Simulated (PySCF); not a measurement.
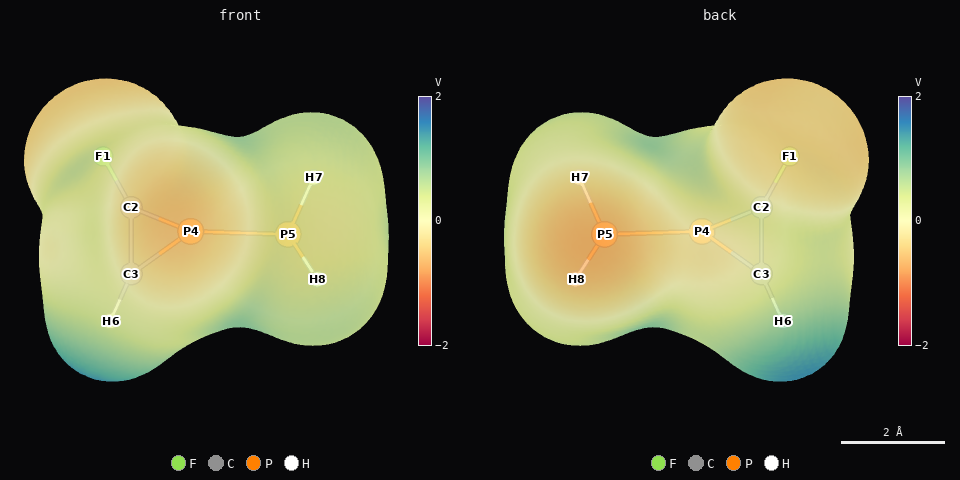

*C2H3FP2. The electrostatic potential painted on the density surface at 0.002 e/bohr³, seen from the front and from behind; red is negative and blue positive.*

Geometry: GFN2-xTB.

Computed with PySCF, CAM-B3LYP/def2-SVPD, SCF density, gas phase.

The calculation's input:

```
{"job": {"kind": "uv", "xc": "CAM-B3LYP", "basis": "def2-SVPD", "nstates": 8, "ntriplets": 3}, "charge": 0, "multiplicity": 1}
F     -1.947749     1.751331    -0.220764
C     -1.307413     0.616898    -0.039847
C     -1.371747    -0.666579    -0.254064
P      0.156602    -0.186618     0.702794
P      1.637039     0.053809    -0.891420
H     -1.938641    -1.464296    -0.676947
H      2.398427     0.940933    -0.131187
H      2.382538    -1.036066    -0.443461
```

Run with:

```sh
OMP_NUM_THREADS=1 python probes_run.py task.json out
```

Q: Where is the surface potential most negative and most positive?

A: The most negative region (about −0.8 V) lies over P5, the most positive (about +1.5 V) over H6.

Q: How polar is the molecule by this calculation?

A: Its dipole moment is 1.18 D.
